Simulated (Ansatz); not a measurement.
**BCl₂H₅Si (built from SMILES ClBCl.[SiH4]): search for a transition state**

Is there a first-order saddle for this four-centre ligand exchange, which should form B1–Si6, H2–H5 and break B1–H2, H5–Si6, and which two structures does it connect?

The runs use Ansatz 0.2.0, Gaussian basis; PBE0-D4, def2-SVP first, then def2-TZVP.

152 further runs of the same task are left out: 152 set aside as unsound or not needed.

### Step 1. The system as given

The guess: 9 atoms, charge 0, spin multiplicity 1.

Atoms are counted from 1 here; the program's logs count them from 0.

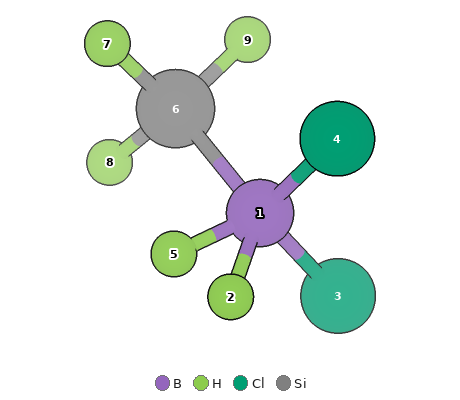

As it starts; boron purple, hydrogen green, chlorine teal, silicon grey; atoms are numbered from 1 in the order of the file.

Coordinates:

```xyz
9
BCl2H5Si
B    -0.48910    0.22190   -0.65480
H    -0.19290    0.10320   -2.06000
Cl   -2.02850   -0.80660   -0.70190
Cl   -0.76590    2.05270   -0.67590
H     0.49380   -0.20590   -1.37440
Si    0.55410   -0.25400    1.04080
H     1.82450    0.47430    1.11200
H     0.84690   -1.68890    1.10410
H    -0.24290    0.10330    2.21010
```

Distances that are to change: B1–Si6 2.05 Å, H2–H5 1.02 Å, B1–H2 1.44 Å, H5–Si6 2.42 Å.

### Step 2. Constrained relaxation of the guess

Contents of hold/in.yaml:

```yaml
crystal:
  periodic: [false, false, false]
  atoms:
    - {symbol: B, position_ang: [-0.489100, 0.221900, -0.654800]}
    - {symbol: H, position_ang: [-0.192900, 0.103200, -2.060000]}
    - {symbol: Cl, position_ang: [-2.028500, -0.806600, -0.701900]}
    - {symbol: Cl, position_ang: [-0.765900, 2.052700, -0.675900]}
    - {symbol: H, position_ang: [0.493800, -0.205900, -1.374400]}
    - {symbol: Si, position_ang: [0.554100, -0.254000, 1.040800]}
    - {symbol: H, position_ang: [1.824500, 0.474300, 1.112000]}
    - {symbol: H, position_ang: [0.846900, -1.688900, 1.104100]}
    - {symbol: H, position_ang: [-0.242900, 0.103300, 2.210100]}
basis:
  gaussian: {orbitals: def2-SVP}
hamiltonian: {xc: pbe0, dispersion: d4}
relax: {f_tol: 0.04, max_steps: 150, escape_saddle: false, constraints: [{distance: [0, 5]}, {distance: [1, 4]}, {distance: [0, 1]}, {distance: [4, 5]}]}
```

Run with:

```bash
> ansatz run in.yaml --threads 4 --pin off --events-out ev --progress --plain --max-ram 9574MiB
```

What it wrote (excerpt; [...] marks lines left out):

```text
Functional definition: PBE0
  name "PBE0"
  cite "Adamo & Barone, J. Chem. Phys. 110, 6158 (1999) doi:10.1063/1.478522"
  cite "Perdew, Burke & Ernzerhof, Phys. Rev. Lett. 77, 3865 (1996) doi:10.1103/PhysRevLett.77.3865"
  parent pbe
[...]
954 factors; integrals over basis functions are off by at most 6.3e-4 eV
[...]
mean field -33657.22337600 eV, -1236.8801453825 hartree, gradient 1.1e-5 eV, S^2 0.000000; 0 other end points of the search recorded, 0 dependent functions left out
[...]
reference -33657.22340018 eV, -1236.8801462711 hartree; 29, 29 occupied and 64, 64 virtual orbitals, 954 factors
relax step   1: F+E_penalty+E_count = -33657.42810967 eV  Δ(F+E_penalty+E_count) = +0.000e0 eV  max|allowed force component| = 1.315e0 eV/Å  Δτ_max = 0.0000 Å  (24 SCF iters, accepted)
[...]
relax step   3: F+E_penalty+E_count = -33657.55363008 eV  Δ(F+E_penalty+E_count) = -1.695e-2 eV  max|allowed force component| = 1.105e-1 eV/Å  Δτ_max = 0.0227 Å  (28 SCF iters, accepted)
[...]
relax step   4: F+E_penalty+E_count = -33657.55498897 eV  Δ(F+E_penalty+E_count) = -1.359e-3 eV  max|allowed force component| = 2.802e-2 eV/Å  Δτ_max = 0.0124 Å  (28 SCF iters, accepted)
  distance B 0 - Si 5 held at 2.046902 Å   reaction = -3.7729e-1 eV/Å
  distance H 1 - H 4 held at 1.018404 Å   reaction = +1.9607e0 eV/Å
  distance B 0 - H 1 held at 1.440976 Å   reaction = +9.5075e-2 eV/Å
  distance H 4 - Si 5 held at 2.416431 Å   reaction = +4.5708e-1 eV/Å
954 factors; integrals over basis functions are off by at most 7.2e-4 eV
mean field -33657.34808612 eV, -1236.8847283949 hartree, gradient 1.5e-5 eV, S^2 0.000000; 1 other end points of the search recorded, 0 dependent functions left out
[...]
reference -33657.34810991 eV, -1236.8847292694 hartree; 29, 29 occupied and 64, 64 virtual orbitals, 954 factors
Total energy: -33657.55501277 eV, -1236.8923328091 hartree
Atom 0 at    -0.526948     0.238535    -0.623099 Å, force    -0.194484     0.090730    -0.391040 eV/Å
Atom 1 at    -0.212744     0.110600    -2.023570 Å, force     1.400423    -0.631761     1.305147 eV/Å
Atom 2 at    -2.017532    -0.804539    -0.668504 Å, force    -0.025364    -0.014479    -0.001198 eV/Å
Atom 3 at    -0.753962     2.044146    -0.646139 Å, force    -0.005260     0.028018    -0.001026 eV/Å
Atom 4 at     0.520262    -0.219411    -1.398316 Å, force    -1.375236     0.614776    -0.756904 eV/Å
Atom 5 at     0.588085    -0.269131     1.016652 Å, force     0.198370    -0.086354    -0.163805 eV/Å
Atom 6 at     1.870967     0.490311     1.122275 Å, force    -0.002299    -0.001089    -0.000161 eV/Å
Atom 7 at     0.872218    -1.733308     1.111207 Å, force     0.000617     0.002572    -0.000668 eV/Å
Atom 8 at    -0.340346     0.142797     2.109494 Å, force     0.003234    -0.002413     0.009655 eV/Å
Dipole moment:     0.423074    -0.185398    -0.290935 e Å
```

Run time: 6.5 s. Hardware: 4 threads of Arm Neoverse V1, shared host.

Relaxation path:

```csv
step,energy from step 1 (eV),largest force component (eV/Å)
1,0.0000,1.3147
2,-0.1086,0.5776
3,-0.1255,0.1105
4,-0.1269,0.0280
```

Distances of close pairs at the start and the end, largest changes first:

```csv
bond,before (Å),after (Å),change (Å)
B1–H5,1.291,1.381,+0.090
Si6–H9,1.459,1.492,+0.032
B1–Cl3,1.852,1.820,-0.032
B1–Cl4,1.852,1.820,-0.032
Si6–H8,1.466,1.494,+0.029
Si6–H7,1.466,1.495,+0.028
B1–H2,1.441,1.441,+0.000
B1–Si6,2.047,2.047,+0.000
```

### Step 3. A starting Hessian

Contents of hessian/in.yaml:

```yaml
crystal:
  periodic: [false, false, false]
  atoms:
    - {symbol: B, position_ang: [-0.526948, 0.238535, -0.623099]}
    - {symbol: H, position_ang: [-0.212744, 0.110600, -2.023570]}
    - {symbol: Cl, position_ang: [-2.017532, -0.804539, -0.668504]}
    - {symbol: Cl, position_ang: [-0.753962, 2.044146, -0.646139]}
    - {symbol: H, position_ang: [0.520262, -0.219411, -1.398316]}
    - {symbol: Si, position_ang: [0.588085, -0.269131, 1.016652]}
    - {symbol: H, position_ang: [1.870967, 0.490311, 1.122275]}
    - {symbol: H, position_ang: [0.872218, -1.733308, 1.111207]}
    - {symbol: H, position_ang: [-0.340346, 0.142797, 2.109494]}
basis:
  gaussian: {orbitals: def2-SVP}
hamiltonian: {xc: pbe0, dispersion: d4}
phonons: {}
scf: {lower_state_search: off}
```

Run with:

```bash
> ansatz run in.yaml --threads 4 --pin off --events-out ev --progress --plain --max-ram 9574MiB
```

What it wrote (excerpt; [...] marks lines left out):

```text
[... 5 set-up lines as earlier in the session ...]
[...]
962 factors; integrals over basis functions are off by at most 2.7e-4 eV
[...]
mean field -33657.34808517 eV, -1236.8847283599 hartree, gradient 2.8e-6 eV, S^2 0.000000; 0 other end points of the search recorded, 0 dependent functions left out
[...]
reference -33657.34810895 eV, -1236.8847292341 hartree; 29, 29 occupied and 64, 64 virtual orbitals, 962 factors
[... from here to the last solve, the lines of the solves are left out (53 solves) ...]
962 factors; integrals over basis functions are off by at most 2.7e-4 eV
[...]
mean field -33657.34801776 eV, -1236.8847258826 hartree, gradient 9.8e-7 eV, S^2 0.000000; 0 other end points of the search recorded, 0 dependent functions left out
[...]
WARN: phonons: modes at or below zero, which the zero-point energy, F, S and C_V leave out: 1, the lowest at -625.22 cm⁻¹. A minimum has none, and a first-order saddle one
[...]
Atom 2 at    -2.017532    -0.804539    -0.668504 Å, force    -0.025360    -0.014468    -0.001207 eV/Å
Atom 3 at    -0.753962     2.044146    -0.646139 Å, force    -0.005271     0.027997    -0.001030 eV/Å
Atom 4 at     0.520262    -0.219411    -1.398316 Å, force    -1.375229     0.614763    -0.756898 eV/Å
Atom 5 at     0.588085    -0.269131     1.016652 Å, force     0.198375    -0.086350    -0.163793 eV/Å
Atom 6 at     1.870967     0.490311     1.122275 Å, force    -0.002293    -0.001086    -0.000159 eV/Å
Atom 7 at     0.872218    -1.733308     1.111207 Å, force     0.000614     0.002565    -0.000665 eV/Å
Atom 8 at    -0.340346     0.142797     2.109494 Å, force     0.003234    -0.002414     0.009655 eV/Å
Dipole moment:     0.423075    -0.185398    -0.290935 e Å
Vibrations: -625.22 130.37 167.01 221.36 278.48 484.53 575.66 616.35 724.78 726.52 827.43 833.20 902.96 927.36 942.13 1197.33 1876.74 2088.78 2228.85 2239.01 2252.42 cm⁻¹, zero-point energy 1.254797 eV
Checks for a lower state left out: stability, starts, cluster_reference, orbital_swaps, neighbouring_geometries, increment
```

It took 41 s on 4 threads of Arm Neoverse V1, shared host.

The structure is not stationary yet, so these wavenumbers are no spectrum; the search needs only the force constants.

### Step 4. Saddle search in the small basis

A small driver takes partitioned rational-function steps: uphill along one mode, downhill along the rest. It calls the program once a step for energy and forces and updates the Hessian by Bofill's formula. It stops when the largest force is under 0.04 eV/Å and the followed curvature is negative. The first step's input:

Contents of presaddle/in.yaml:

```yaml
crystal:
  periodic: [false, false, false]
  atoms:
    - {symbol: B, position_ang: [-0.526948, 0.238535, -0.623099]}
    - {symbol: H, position_ang: [-0.212744, 0.110600, -2.023570]}
    - {symbol: Cl, position_ang: [-2.017532, -0.804539, -0.668504]}
    - {symbol: Cl, position_ang: [-0.753962, 2.044146, -0.646139]}
    - {symbol: H, position_ang: [0.520262, -0.219411, -1.398316]}
    - {symbol: Si, position_ang: [0.588085, -0.269131, 1.016652]}
    - {symbol: H, position_ang: [1.870967, 0.490311, 1.122275]}
    - {symbol: H, position_ang: [0.872218, -1.733308, 1.111207]}
    - {symbol: H, position_ang: [-0.340346, 0.142797, 2.109494]}
basis:
  gaussian: {orbitals: def2-SVP}
hamiltonian: {xc: pbe0, dispersion: d4}
output: {forces: true}
scf: {lower_state_search: off}
```

Run with:

```bash
> ansatz run in.yaml --threads 4 --pin off --events-out ev --progress --plain --max-ram 9574MiB
```

Step by step:

```csv
step,energy (eV),largest force (eV/Å),followed curvature (eV/Å²)
1,-33657.55498,1.4004,-3.27
2,-33657.60762,0.7710,-3.49
3,-33657.65772,0.6578,-4.69
4,-33657.66769,0.2933,-6.45
5,-33657.67152,0.0781,-7.49
6,-33657.67155,0.0339,-6.75
```

The 6 steps took 5.1 s in all (4 threads of Arm Neoverse V1, shared host).

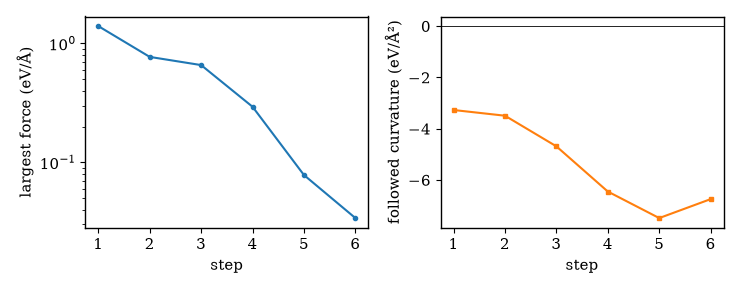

Largest force and followed curvature during the search.

### Step 5. Saddle search in triple zeta

The search itself is an outer loop (partitioned rational-function steps, Bofill update of the Hessian). Each step is one single-point run with forces. It stops when the largest force is under 0.01 eV/Å and the followed curvature is negative. The first step's input:

Contents of saddle/in.yaml:

```yaml
crystal:
  periodic: [false, false, false]
  atoms:
    - {symbol: B, position_ang: [-0.608566, 0.276318, -0.711228]}
    - {symbol: H, position_ang: [-0.069049, 0.041147, -1.897238]}
    - {symbol: Cl, position_ang: [-2.060469, -0.797379, -0.657726]}
    - {symbol: Cl, position_ang: [-0.773330, 2.074183, -0.641812]}
    - {symbol: H, position_ang: [0.501864, -0.219106, -1.087530]}
    - {symbol: Si, position_ang: [0.592036, -0.270163, 0.937739]}
    - {symbol: H, position_ang: [1.868902, 0.499854, 1.020142]}
    - {symbol: H, position_ang: [0.881047, -1.733940, 1.002047]}
    - {symbol: H, position_ang: [-0.332436, 0.129087, 2.035605]}
basis:
  gaussian: {orbitals: def2-TZVP}
hamiltonian: {xc: pbe0, dispersion: d4}
output: {forces: true}
scf: {lower_state_search: off}
```

Run with:

```bash
> ansatz run in.yaml --threads 4 --pin off --events-out ev --progress --plain --max-ram 9574MiB
```

The driver's record:

```csv
step,energy (eV),largest force (eV/Å),followed curvature (eV/Å²)
1,-33669.73229,0.2351,-6.75
2,-33669.73439,0.3752,-6.89
3,-33669.73849,0.1430,-6.62
4,-33669.73779,0.0406,-6.53
5,-33669.73787,0.0729,-6.59
6,-33669.73804,0.0398,-5.82
7,-33669.73821,0.0136,-5.80
8,-33669.73822,0.0046,-5.71
```

The 8 steps took 17 s in all (4 threads of Arm Neoverse V1, shared host).

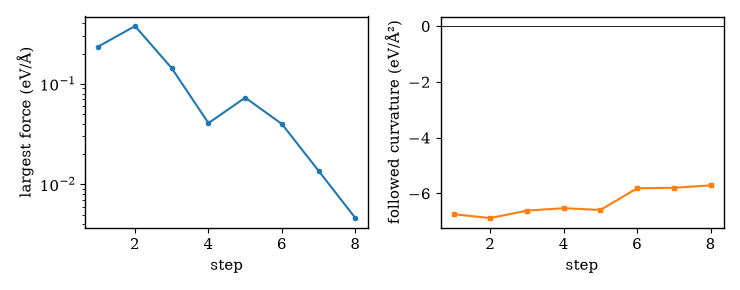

Largest force and followed curvature during the search.

The point found:

```xyz
9
charge 0, multiplicity 1
B    -0.60698    0.27522   -0.71297
H    -0.07217    0.04459   -1.87973
Cl   -2.04877   -0.80360   -0.66078
Cl   -0.76851    2.06819   -0.64153
H     0.49660   -0.21398   -1.07141
Si    0.59326   -0.27081    0.93989
H     1.86421    0.49445    1.00858
H     0.87312   -1.72827    0.99416
H    -0.33076    0.13422    2.02381
```

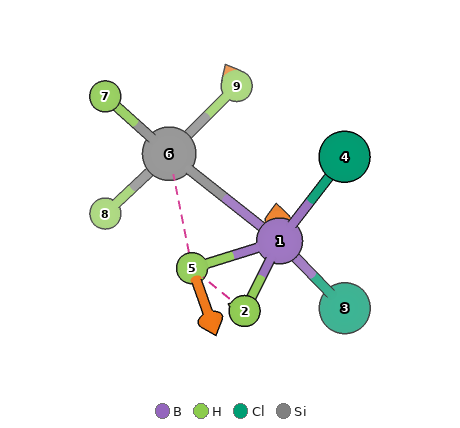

The point found; broken lines mark the pairs that react, arrows the followed mode.

(Part 1 of 2 ends here.)
